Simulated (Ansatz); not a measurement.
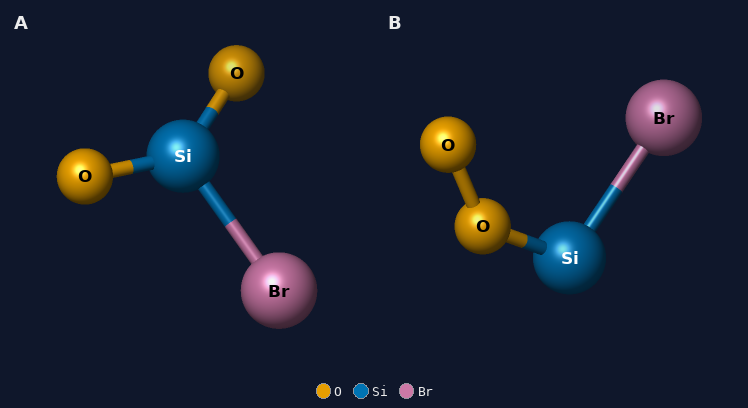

2 stationary structures of one formula. Charge −1, singlet. Geometries: PBE0-D4/def2-TZVPD. Electronic energies: RHF-CCSD(T) (frozen core)/def2-TZVPPD (Ansatz 0.2.0), without zero-point energy. No frequency run is at hand to confirm each as a minimum.

Question: Which is lowest in energy, and by how much?

Answer: A is lowest (C2v); B lies 529.2 kJ/mol above it (Cs).
